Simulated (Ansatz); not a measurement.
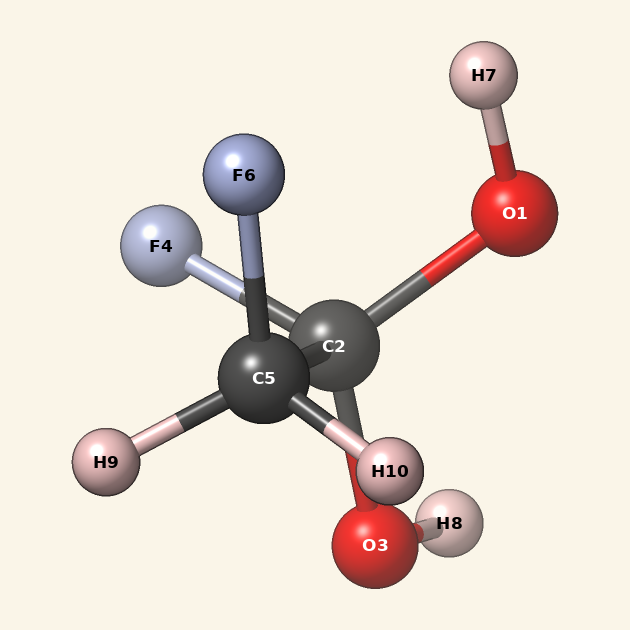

C2 lies behind C5. The molecule seen a little off the C5–C2 bond, C5 in front. Depth is shown by fading: the farther an atom, the more it takes the colour of the background. The geometry was computed by an optimisation with PBE0-D4/def2-TZVP. No frequency run is at hand to confirm it as a minimum.

### What is the torsion angle F6–C5–C2–F4? The sign is positive where the front bond must turn clockwise to cover the back bond.

−67°, synclinal (gauche). The bonds about C5–C2 are staggered.
